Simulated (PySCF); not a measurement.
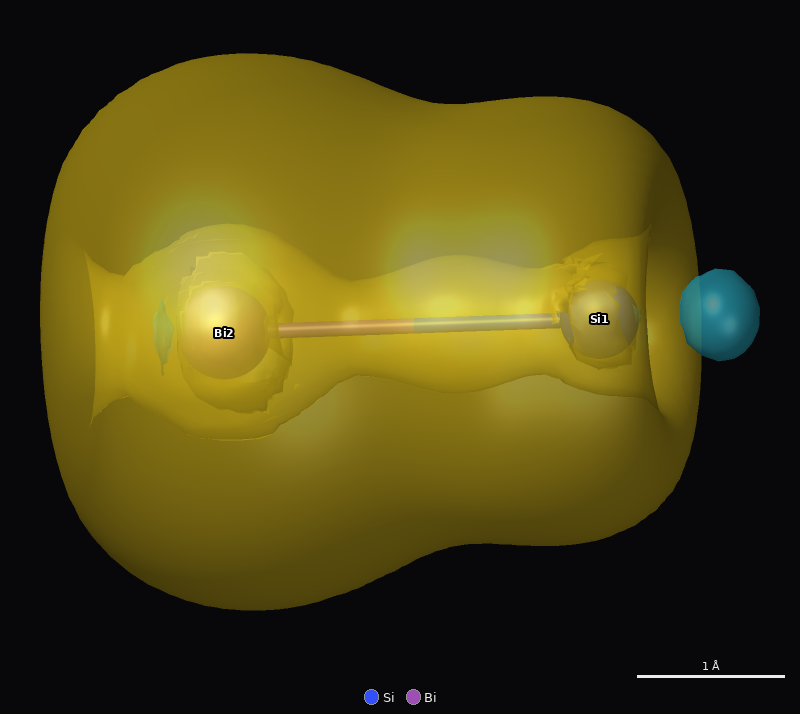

Figure. SiBi (charge +1, triplet). Isosurfaces of the spin density at +0.02 (yellow) and −0.02 e/Å³ (cyan), seen from one side.

Core potentials replace the inner electrons of Bi.

All numbers below come from PBE0/cc-pVDZ(-PP), non-relativistic Hamiltonian with scalar-relativistic core potentials where named, at a bond length of 2.614 Å (PySCF).

Which atoms carry the spin?

The unpaired spin (2 electrons) lies mostly on Bi2 (about 1.4) and Si1 (about 0.6), in electrons by Hirshfeld's partition.
